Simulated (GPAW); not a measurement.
# As (buckled honeycomb monolayer): G0W0 with GPAW, start to end

Wanted: ground state, empty states, screening and self-energy for As (buckled honeycomb monolayer).

Program: GPAW 26.7.0. Level of theory: LDA and many-body steps on it, plane waves. Results are calculated unless marked as measured.

## (1) Set-up

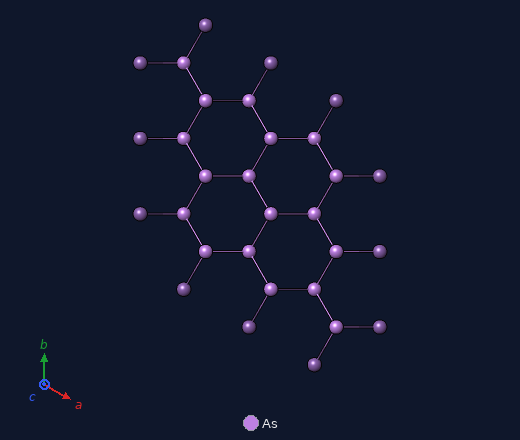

Start, viewed from above; arsenic purple. 3×3×1 cells are drawn. Some periodic images of atoms are drawn too.

The cell holds 2 atoms: 2 As. Cell: a = 3.448 Å, b = 3.448 Å, c = 12.300 Å, α = 90.0°, β = 90.0°, γ = 120.0°. Vacuum lies along c.

The start is a generated structure, not a measured one.

## (2) Relaxation

This step: GPAW 26.7.0; DFT, LDA, plane waves, PAW.

Gaps follow bond lengths, so the structure is brought to rest first.

Contents of run.py:

```python
import json
import numpy as np
from gpaw.mpi import world
from ase import Atoms
from ase.constraints import FixSymmetry
from ase.filters import FrechetCellFilter
from ase.optimize import BFGS
from gpaw import GPAW, PW, FermiDirac

atoms = Atoms(['As', 'As'],
    cell=[[3.4478941000, 0.0000000000, 0.0000000000],
      [-1.7239470500, 2.9859638802, 0.0000000000],
      [0.0000000000, 0.0000000000, 12.3000000000]],
    scaled_positions=[[0.3333333333, 0.6666666667, 0.4468365081],
      [0.6666666667, 0.3333333333, 0.5531634919]],
    pbc=(True, True, False))
atoms.set_constraint(FixSymmetry(atoms))
atoms.calc = GPAW(mode=PW(550),
    xc='LDA',
    kpts={'size': (9, 9, 1), 'gamma': True},
    occupations=FermiDirac(0.02),
    convergence={'density': 1e-5},
    txt='relax.txt')
steps = []
opt = BFGS(FrechetCellFilter(atoms, mask=[1, 1, 0, 0, 0, 1]), logfile='bfgs.log')
opt.attach(lambda: steps.append([atoms.get_potential_energy(), atoms.cell[:], atoms.positions.copy(), atoms.get_forces()]))
converged = opt.run(fmax=0.03, steps=50)
res = {'converged': bool(converged), 'steps': steps, 'cell': atoms.cell[:], 'frac': atoms.get_scaled_positions()}

if world.rank == 0:
    with open('result.json', 'w') as f:
        json.dump(res, f, default=lambda x: x.tolist())
```

Run with:

```bash
> mpirun -n 4 gpaw python run.py
```

Numbers of over 12 decimals in the logs are rounded to 6 here.

Log:

```text
Step     Time          Energy          fmax
BFGS:    0       -10.364210        1.535379
BFGS:    1       -10.432419        0.723862
BFGS:    2       -10.456648        0.142166
BFGS:    3       -10.457321        0.087754
BFGS:    4       -10.457858        0.075290
BFGS:    5       -10.458226        0.048813
BFGS:    6       -10.458315        0.013317
```

Run time: 15 s. Hardware: 4 MPI ranks of Arm Neoverse V1, shared host; peak memory 0.79 GiB.

Relaxation path:

```tsv
step	energy less that of the first step (eV)	largest force (eV/Å)
1	0.0000	1.5354
2	-0.0682	0.7239
3	-0.0924	0.0087
4	-0.0931	0.0554
5	-0.0936	0.0753
6	-0.0940	0.0488
7	-0.0941	0.0133
```

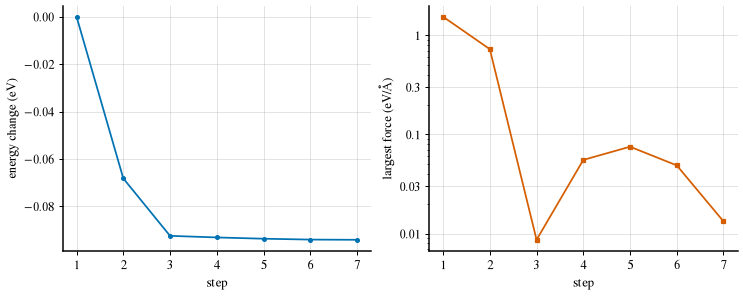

Energy and largest force along the relaxation.

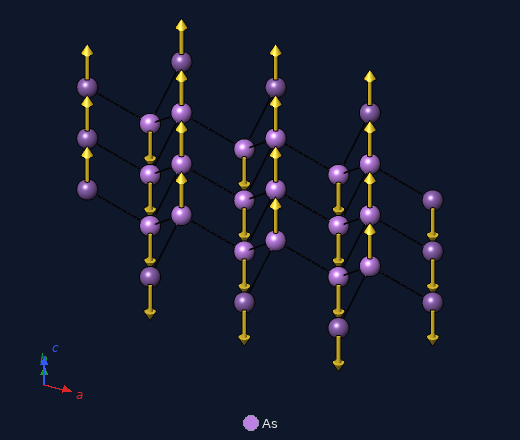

Displacements in the relaxation, exaggerated; the longest in the cell stands for 0.04 Å. 3×3×1 cells are drawn. Some periodic images of atoms are drawn too.

The atoms that moved most (Å):

```tsv
atom	dx	dy	dz	length
As1	0.000	0.000	-0.040	0.040
As2	0.000	0.000	0.040	0.040
```

The relaxed structure:

```xyz
2
Lattice="3.5171 0.0000 0.0000 -1.7586 3.0459 0.0000 0.0000 0.0000 12.3000" Properties=species:S:1:pos:R:3
As    0.0000    2.0306    5.4559
As    1.7586    1.0153    6.8441
```

## (3) Ground state

The ground-state density comes first.

Contents of run.py:

```python
import json
import numpy as np
from gpaw.mpi import world
from ase import Atoms
from gpaw import GPAW, PW, FermiDirac

atoms = Atoms(['As', 'As'],
    cell=[[3.5171053039, 0.0000000000, 0.0000000000],
      [-1.7585526520, 3.0459025410, 0.0000000000],
      [0.0000000000, 0.0000000000, 12.3000000000]],
    scaled_positions=[[0.3333333333, 0.6666666667, 0.4435662702],
      [0.6666666667, 0.3333333333, 0.5564337298]],
    pbc=(True, True, False))
calc = GPAW(mode=PW(450),
    xc='LDA',
    kpts={'size': (12, 12, 1), 'gamma': True},
    occupations=FermiDirac(0.001),
    nbands=-7,
    convergence={'density': 1e-6, 'bands': -3},
    maxiter=100,
    txt='gs.txt')
atoms.calc = calc
res = {'energy': atoms.get_potential_energy()}
kpts = calc.get_ibz_k_points()
res['kpts'] = kpts
res['eigenvalues'] = [calc.get_eigenvalues(kpt=k) for k in range(len(kpts))]
res['n_electrons'] = calc.get_number_of_electrons()
calc.write('gs.gpw')

if world.rank == 0:
    with open('result.json', 'w') as f:
        json.dump(res, f, default=lambda x: x.tolist())
```

Run with:

```bash
> mpirun -n 4 gpaw python run.py
```

Log:

```text
__  _  _
 | _ |_)|_||  |
 |__||  | ||/\| - 26.7.0

Input parameters:
  mode=PW(ecut=450.000000),
  convergence={'density': 1e-06, 'bands': -3},
  kpts=MonkhorstPack(size=(12, 12, 1), gamma=True),
  maxiter=100,
  nbands=-7,
  occupations=Occupations(name='fermi-dirac', width=0.001, fixmagmom=False),
  xc=XC(name='LDA')
  [... matrices ...]
Diagonalizing LCAO Hamiltonian
Converting LCAO to pw mode

           As

        As

Atoms  # Å, Bohr magnetons
|   | symbol |         x |        y |        z |    initial magnetic moments |
| 0 |     As | -0.000000 | 2.030602 | 5.455865 | ( 0.0000,  0.0000,  0.0000) |
| 1 |     As |  1.758553 | 1.015301 | 6.844135 | ( 0.0000,  0.0000,  0.0000) |

Unit cell  # Å
| periodic |         x |        y |         z |   lengths |     angles |
|      yes |  3.517105 | 0.000000 |  0.000000 |  3.517105 |  90.000000 |
|      yes | -1.758553 | 3.045903 |  0.000000 |  3.517105 |  90.000000 |
|       no |  0.000000 | 0.000000 | 12.300000 | 12.300000 | 120.000000 |

Number of symmetries: 12
Symmetry operations  # r_c * U_cc + t_c -> r_c
|    | kind |            matrix            |
|  0 |  σ   |  1, 1, 0,  0,-1, 0,  0, 0, 1 |
|  1 |  S6  |  1, 1, 0, -1, 0, 0,  0, 0,-1 |
|  2 |  E   |  1, 0, 0,  0, 1, 0,  0, 0, 1 |
|  3 |  C2  |  1, 0, 0, -1,-1, 0,  0, 0,-1 |
|  4 |  C2  |  0, 1, 0,  1, 0, 0,  0, 0,-1 |
|  5 |  C3  |  0, 1, 0, -1,-1, 0,  0, 0, 1 |
|  6 |  S6  |  0,-1, 0,  1, 1, 0,  0, 0,-1 |
|  7 |  σ   |  0,-1, 0, -1, 0, 0,  0, 0, 1 |
|  8 |  σ   | -1, 0, 0,  1, 1, 0,  0, 0, 1 |
|  9 |  i   | -1, 0, 0,  0,-1, 0,  0, 0,-1 |
| 10 |  C3  | -1,-1, 0,  1, 0, 0,  0, 0, 1 |
| 11 |  C2  | -1,-1, 0,  0, 1, 0,  0, 0,-1 |

BZ-sampling:
  Number of BZ points: 144
  Number of IBZ points: 19

  Monkhorst-Pack size: [12, 12, 1]
  Monkhorst-Pack shift: [0.041667, 0.041667, 0.0]

K-points  # in reciprocal-cell coordinates
|     |                                coordinates |     weight |
|   0 | ( -0.00000000,  -0.00000000,   0.00000000) | 0.00694444 |
|   1 | (  0.08333333,  -0.00000000,   0.00000000) | 0.04166667 |
|   2 | (  0.16666667,  -0.08333333,   0.00000000) | 0.04166667 |
|   3 | (  0.16666667,  -0.00000000,   0.00000000) | 0.04166667 |
|   4 | (  0.25000000,  -0.08333333,   0.00000000) | 0.08333333 |
|   5 | (  0.25000000,  -0.00000000,   0.00000000) | 0.04166667 |
|   6 | (  0.33333333,  -0.16666667,   0.00000000) | 0.04166667 |
|   7 | (  0.33333333,  -0.08333333,   0.00000000) | 0.08333333 |
|   8 | (  0.33333333,  -0.00000000,   0.00000000) | 0.04166667 |
|   9 | (  0.33333333,   0.33333333,   0.00000000) | 0.01388889 |
| ... |                                            |            |
|  18 | (  0.50000000,   0.50000000,   0.00000000) | 0.02083333 |

Plane wave coefficients: 2886
Cutoff: 450.000000 eV

Spin-components: 1 (collinear spins)
Bands:           12
Projectors:      10
Spin-degeneracy: 2
Datatype:        complex128

  Storage: CPU
  Wave functions: 10_225_344 bytes (2_556_336 per core)
  Projectors: 13_633_792 bytes (3_408_448 per core)
  [... matrices ...]
Parallelization:
  kpt:    4
  domain: 1
  band:   1

Density:
  Valence electrons: 10.0
  Components: 1
  Grid points: [18 18 63]
  Charge: 0.0  # |e|

Potential:
  Grid points: [18 18 63]

species:
  As:
    name:    Arsenic
    Z:       33.0
    valence: 5
    core:    28
    charge:  0.0  # [|e|]
    compensation charges:
      type: gauss
      rc: 0.33  # [Å]
      lmax: 2
    cutoffs:
      filter: 1.87  # [Å]
      core: 2.96  # [Å]
    projectors
    | kind |    occ | energy [eV] | rcut [Å] |
    |   4s |  2.000 |     -14.691 |    1.058 |
    |   4p |  3.000 |      -5.342 |    1.058 |
    |    s |        |      12.520 |    1.058 |
    |    p |        |      21.869 |    1.058 |
    |    d |        |       0.000 |    1.058 |

    Using partial waves for As as LCAO basis

Reference energy: -122839.815648  # eV

eigensolver:
  PPCG
  Converge bands: -3
  niter=2

density mixing:
  MSR1-Mixer
  Pratt-step length: 0.05
  Maximum mixing coefficient: 0.75
  Old densities: 10
  SVD Regularization: 0.005
  Good broyden scale: 1.0
  Trust region scale: 1.0
  Backstep threshold: 4.0
  History deletion threshold: 6.0
  Fourier metric: weight=20.0, sigma=0.015

occupation numbers:
  Fermi-Dirac:
    width: 0.0010  # eV

poisson solver:
  ecut: 3600.000000  # eV

xc functional:
  name: None

Initialization done in: 0.743 s

convergence criteria:
- Maximum integral of absolute [dens]ity change: 1e-06 electrons / valence electron
- Maximum [total energy] change in last 3 cyles: 0.0005 eV / valence electron
- Maximum integral of absolute [eigenst]ate change: 4e-08 eV^2 / valence electron
maximum number of iterations: 100

SCF iterations
|iter     |     time |      energy | eigst |  dens |
|iter:   1|  |  -10.532839 | +1.06 |       |
|iter:   2|  |  -10.528809 | -0.16 | -1.06 |
|iter:   3|  |  -10.463586 | -1.29 | -1.09 |
|iter:   4|  |  -10.460408 | -2.40 | -1.67 |
|iter:   5|  |  -10.460307c| -3.22 | -2.43 |
|iter:   6|  |  -10.460310c| -4.25 | -3.18 |
|iter:   7|  |  -10.460311c| -5.01 | -3.66 |
|iter:   8|  |  -10.460311c| -5.94 | -4.77 |
|iter:   9|  |  -10.460311c| -6.93 | -5.52 |
|iter:  10|  |  -10.460311c| -7.77c| -6.09c|

Converged in 10 steps
SCF loop duration: 3.131 s (0.313 s/step)
Energy contributions relative to reference atoms: (reference = -122839.815648)
  [... matrices ...]
Energy contributions:
  Kinetic:          20.928210
  Coulomb:         -20.688463
  Zero:             -0.011180
  External:          0.000000
  Xc:              -10.688877
  Entropy:          -0.000000
  Spinorbit:         0.000000
  ----------------------------
  Free energy:     -10.460311
  Extrapolated:    -10.460311

dipole moment: (-0.000004, -0.000007, -0.000029)  # |e|*Ang

Fermi level: -0.841
Eigenvalues  # (at kpt = [-0.000, -0.000, 0.000])
| band index |      eig [eV] | occ [0-2] |
|          0 |       -15.841 |     2.000 |
|          1 |        -9.225 |     2.000 |
|          2 |        -2.625 |     2.000 |
|          3 |        -1.766 |     2.000 |
|          4 |        -1.766 |     2.000 |
|          5 |         0.320 |     0.000 |
|          6 |         1.808 |     0.000 |
|          7 |         1.808 |     0.000 |
|          8 |         3.257 |     0.000 |
|          9 |         3.349 |     0.000 |
|         10 |         5.900 |     0.000 |
|         11 |         7.561 |     0.000 |

Gap: 1.413 eV
Transition (v -> c):
  (s=0, k=0, n=4, [-0.00, -0.00, 0.00]) -> (s=0, k=8, n=5, [0.33, -0.00, 0.00])
Direct/indirect transitions are different
Direct gap: 2.086 eV
Transition at: (s=0, k=0, n=4, [-0.00, -0.00, 0.00])
vacuum-level: 3.696  # V
# Writing to gs.gpw (mode='')
  [... matrices ...]
```

Wall time 5.8 s (4 MPI ranks); peak memory 0.63 GiB.

Numbers from this step:

| Quantity | Value |
| --- | --- |
| total energy | -10.46 eV |
| gap | 1.413 eV |
| k of the valence top | 0, 0, 0 |
| k of the conduction bottom | 0.3333, 0, 0 |
| least direct gap | 2.086 eV |

The gap is indirect, with the least direct gap 0.67 eV higher.

## (4) Empty states on the mesh, 12×12×1 mesh, 309 bands

The sums over transitions need many empty states on a uniform mesh; this step solves for them.

Contents of run.py:

```python
import json
import numpy as np
from gpaw.mpi import world
from gpaw import GPAW

calc = GPAW('gs.gpw').fixed_density(kpts={'size': (12, 12, 1), 'gamma': True},
    parallel={'domain': 1, 'band': 1},
    txt='nscf.txt')
calc.diagonalize_full_hamiltonian(nbands=309)
calc.write('full.gpw', mode='all')
res = {}
kpts = calc.get_ibz_k_points()
res['kpts'] = kpts
res['eigenvalues'] = [calc.get_eigenvalues(kpt=k) for k in range(len(kpts))]
res['n_electrons'] = calc.get_number_of_electrons()

if world.rank == 0:
    with open('result.json', 'w') as f:
        json.dump(res, f, default=lambda x: x.tolist())
```

Run with:

```bash
> mpirun -n 4 gpaw python run.py
```

Log:

```text
Diagonalizing LCAO Hamiltonian
Converting LCAO to pw mode
convergence criteria:
- Maximum integral of absolute [eigenst]ate change: 4e-08 eV^2 / valence electron
maximum number of iterations: 100

SCF iterations
|iter     |     time |      energy | eigst |  dens |
|iter:   1|  |             | +1.04 |       |
|iter:   2|  |             | -0.08 |       |
|iter:   3|  |             | -1.41 |       |
[...]
|iter:   8|  |             | -5.58 |       |
|iter:   9|  |             | -6.60 |       |
|iter:  10|  |             | -7.43c|       |
SCF steps: 10
  __  _  _
 | _ |_)|_||  |
 |__||  | ||/\| - 26.7.0

Input parameters:
  mode=PW(ecut=450.000000),
  convergence={'density': 1e-06, 'bands': -3},
  gpts=array([18, 18, 63]),
  kpts=MonkhorstPack(size=(12, 12, 1), gamma=True),
  maxiter=100,
  nbands=12,
  occupations=Occupations(name='fermi-dirac', width=0.001, fixmagmom=False),
  parallel={'domain': 1, 'band': 1},
  xc=XC(name='LDA')
Matrix size: 2851x2851
# Writing to full.gpw (mode='all')
  [... matrices ...]

timing:  # [seconds]
  Total: 138.200  # ━━━━━━━━━━━━━━━━━━━━━━━━━━━━━━━━━━━━━━━━━━━━━━━━━━━━━━━━━
```

The job ended after 2.4 min (4 MPI ranks; peak memory 3.3 GiB; 9.5 min of CPU time).

Numbers from this step:

```yaml
gap: 1.413 eV
k_of_the_valence_top: 0, 0, 0
k_of_the_conduction_bottom: 0.3333, 0, 0
least_direct_gap: 2.086 eV
k_points_computed: 19
lowest_point_of_the_top_converged_band_above_the_valence_top: 99.2372 eV
```

On this mesh the gap is 1.413 eV.

## (5) Screening and self-energy, 12×12×1 mesh, 139 bands, screening to 60 eV

Now the one-shot GW correction: screening in the RPA, then the self-energy of the levels asked for.

This step: G0W0 on LDA, plane waves, PAW.

Contents of run.py:

```python
import json
import numpy as np
from gpaw.mpi import world
from gpaw.response.g0w0 import G0W0

gw = G0W0('full.gpw',
    filename='gw',
    kpts=[0, 8],
    bands=(3, 7),
    ecut=60,
    nbands=139,
    truncation='2D',
    integrate_gamma='sphere',
    q0_correction=True,
    frequencies={'type': 'nonlinear', 'domega0': 0.15, 'omega2': 15.0},
    eta=0.1,
    nblocksmax=True)
gw.calculate()
res = {mode: {k: v for k, v in r.items() if k != 'sigma_eskwn'}
       for mode, r in gw.all_results.items()}

if world.rank == 0:
    with open('result.json', 'w') as f:
        json.dump(res, f, default=lambda x: x.tolist())
```

Run with:

```bash
> mpirun -n 4 gpaw python run.py
```

Log:

```text
Using integrator: PointIntegrator
NonLinearFrequencyDescriptor(from 0.000 to 73.866 eV, 163 points)
Nonperiodic BCs:  [False False  True]
Using integrator: PointIntegrator
NonLinearFrequencyDescriptor(from 0.000 to 73.866 eV, 163 points)
Nonperiodic BCs:  [False False  True]
Applying analytical 2D correction to W:
    Evaluating Gamma point contribution to W on a 11x11x1 grid
  ___  _ _ _
 |   || | | |
 | | || | | |
 |__ ||_____|
 |___|

BZ k-points: Symmetries present (total): 12

  [... matrices ...]
144 k-points: 12 x 12 x 1 Monkhorst-Pack grid + [1/24,1/24,0.000000]
19 k-points in the irreducible part of the Brillouin zone
       k-points in crystal coordinates                weights
   0:    -0.00000000   -0.00000000    0.00000000          1/144
   1:     0.08333333   -0.00000000    0.00000000          6/144
   2:     0.16666667   -0.08333333    0.00000000          6/144
   3:     0.16666667   -0.00000000    0.00000000          6/144
   4:     0.25000000   -0.08333333    0.00000000         12/144
   5:     0.25000000   -0.00000000    0.00000000          6/144
   6:     0.33333333   -0.16666667    0.00000000          6/144
   7:     0.33333333   -0.08333333    0.00000000         12/144
   8:     0.33333333   -0.00000000    0.00000000          6/144
   9:     0.33333333    0.33333333    0.00000000          2/144
          ...
  18:     0.50000000    0.50000000    0.00000000          3/144

Distributing spins, k-points and bands (1 x 2 x 4) over 1 process
Number of blocks: 4

Quasi particle states:
k-points (IBZ indices): [0, 8]
Band range: (3, 7)
  [... matrices ...]
Computational parameters:
Plane wave cut-off: 60 eV
Number of bands: 139
Coulomb cutoff: 2D
Broadening: 0.1 eV

fxc modes: GW
Kernel: RPA
Using full-frequency real axis integration
Summing all q:

Calculating screened Coulomb potential
2D Coulomb truncation
NonLinearFrequencyDescriptor(from 0.000 to 73.866 eV, 163 points)
Removing empty qpoint cache files...

Calculating chi0 body with:
    Ground state adapter containing:
    Number of spins: 1
    Number of kpoints: 144
    Number of irreducible kpoints: 19
    Number of completely occupied states: 5
    Number of partially occupied states: 5
    Occupied states memory: 1.557312 M / cpu

    Linear response parametrization:
    q_c: [-2.0816681711721685e-17, -2.0816681711721685e-17, 0.0]
    Number of frequency points: 163
    Planewave cutoff: 60.0
    Number of bands: 139
    Number of planewaves: 135
    Broadening (eta): 0.1
    comm.size: 4
    kncomm.size: 1
    blockcomm.size: 4

    Memory estimate of potentially large arrays:
        chi0_wGG: 11.332226 M / cpu
Integrating chi0 body.

Symmetries of q_c:
    Direct symmetries (Uq -> q): 12
    Indirect symmetries (TUq -> q): 0
In total 12 allowed symmetries.

  [... matrices ...]
19 groups of equivalent kpoints. 86.805556% reduction.

Integral kind: spectral function
Integrating chi0 head and wings.

Symmetries of q_c:
    Direct symmetries (Uq -> q): 12
    Indirect symmetries (TUq -> q): 0
In total 12 allowed symmetries.

  [... matrices ...]
19 groups of equivalent kpoints. 86.805556% reduction.

Integral kind: spectral function wings

Calculating chi0 body with:
    Ground state adapter containing:
    Number of spins: 1
    Number of kpoints: 144
    Number of irreducible kpoints: 19
    Number of completely occupied states: 5
    Number of partially occupied states: 5
[... the further q-points ...]

Results:
f:      Occupation numbers
eps:     KS-eigenvalues [eV]
vxc:     KS vxc [eV]
exx:     Exact exchange [eV]
sigma:   Self-energies [eV]
dsigma:  Self-energy derivatives
Z:       Renormalization factors
qp:      QP-energies [eV]

k-point 0 (0): (-0.000, -0.000, 0.000)                GW
band       f     eps     vxc     exx   sigma  dsigma       Z      qp
                                                                   GW
   3   1.000  -1.766 -15.543 -16.332   0.694  -0.327   0.753  -1.838
   4   1.000  -1.766 -15.543 -16.332   0.694  -0.327   0.753  -1.838
   5   0.000   0.320 -14.553 -10.207  -2.803  -0.307   0.765   1.501
   6   0.000   1.808 -14.752  -9.939  -3.330  -0.391   0.719   2.874

k-point 1 (8): (0.333, -0.000, 0.000)                GW
band       f     eps     vxc     exx   sigma  dsigma       Z      qp
                                                                   GW
   3   1.000  -3.448 -14.671 -16.291   1.333  -0.365   0.733  -3.658
   4   1.000  -2.676 -13.760 -15.408   1.228  -0.378   0.726  -2.982
   5   0.000  -0.353 -12.124  -8.410  -2.588  -0.321   0.757   0.499
   6   0.000   1.958 -11.841  -7.269  -3.426  -0.360   0.735   2.800
```

The job ended after 4.5 min (4 MPI ranks; peak memory 1.7 GiB).

Numbers from this step:

- G0W0 gap on the points computed: 2.336 eV
- least direct G0W0 gap on the computed points: 3.339 eV
- Z at the valence top: 0.7533
- Z at the conduction bottom: 0.7570
- starting gap on the mesh: 1.413 eV
- k of the valence top: 0, 0, 0
- k of the conduction bottom: 0.3333, 0, 0

The gap on the mesh goes from 1.41 eV to 2.34 eV, a correction of +0.92 eV.

Limits: finite bands, cutoff and mesh; no spin-orbit coupling. v1 is the top filled band, c1 the lowest empty one. Levels before and after the correction, in eV, zero at the valence-band top of each column:

```tsv
	conduction bottom	valence top
Kohn-Sham	1.41	0.00
G0W0	2.34	0.00
```

```tsv
	level	energy (eV)
Kohn-Sham	Γ v2-v1	0.000
Kohn-Sham	Γ c1	2.086
Kohn-Sham	Γ c2	3.573
Kohn-Sham	(0.333 0 0) v2	-1.682
Kohn-Sham	(0.333 0 0) v1	-0.910
Kohn-Sham	(0.333 0 0) c1	1.413
Kohn-Sham	(0.333 0 0) c2	3.724
G0W0	Γ v2-v1	0.000
G0W0	Γ c1	3.339
G0W0	Γ c2	4.711
G0W0	(0.333 0 0) v2	-1.821
G0W0	(0.333 0 0) v1	-1.144
G0W0	(0.333 0 0) c1	2.336
G0W0	(0.333 0 0) c2	4.638
```

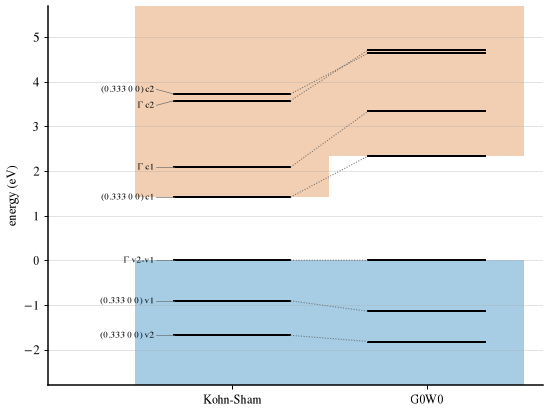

Levels before and after the correction. Shaded: valence and conduction bands.

## (6) Where the time went

Times are wall times on 4 MPI ranks of Arm Neoverse V1, shared host, good to a factor of about two.

```tsv
step	time	share	memory (GiB)
relaxation	15 s	3 %	0.79
ground state	5.8 s	1 %	0.63
empty states on the mesh	2.4 min	33 %	3.3
screening and self-energy	4.5 min	62 %	1.7
```

## (7) What came out

* LDA gap: 1.41 eV, indirect
* G0W0 gap on the mesh: 2.34 eV
* GW settings: 12×12×1 mesh, 139 bands, screening to 60 eV, full frequency, Hilbert transform
* known limits: not at the basis limit; no spin-orbit coupling

G0W0 moves the gap on the mesh from 1.41 eV to 2.34 eV (+0.92 eV), with Z of 0.75 and 0.76 at the edges. Only 2 of the mesh's irreducible points were corrected, so a valley elsewhere could overtake. The dearest step here is «screening and self-energy». Bands and cutoff are finite, so the gap is not at the basis limit. The miss can reach some tenths of an eV and take either sign; the mesh is an error of its own. These stock PAW sets were not made for GW; the filled d or f shell of As lies in the frozen core, which bears on start and correction. In the G0W0 run levels were corrected at 2 k points alone, so a gap called «on the mesh» is the least over those, and an edge elsewhere would be missed. The many-body steps are scalar-relativistic: spin-orbit coupling is not in them.

[Paths, hosts, dates, memory and timing lines, banners, echoed tables and standing remarks are left out of the program output.]

[Logs are printed without paths, hosts, clocks, repeated set-up lines and the standing remarks that a program may print on its own settings, such as how far it seeks lower states.]

[Runs of the session that timed out or met a known fault of the program may be left out.]

[Hosts, paths, dates, database ids (printed as entryN), source tags and the programs' standing remarks are cut or masked in the printed files.]
